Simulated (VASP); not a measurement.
Band structure of Gd (hcp). All values below come from SCAN meta-GGA, VASP's PBE PAW potentials (set 64) (plane waves; VASP).

The 4f electrons are frozen in the core of the lanthanide potential, so 4f levels, which can set the real gap, and their magnetism are missing.

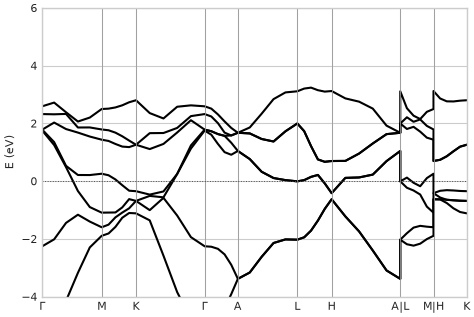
*Bands along high-symmetry lines, zero at the valence-band maximum or, without a gap, the Fermi level*

Question: Read the plot: is there a gap, and where are the band edges?

Answer: It has no gap at this level: it comes out as a metal or semimetal.

The compound is Gd in the hcp structure. It was relaxed first.
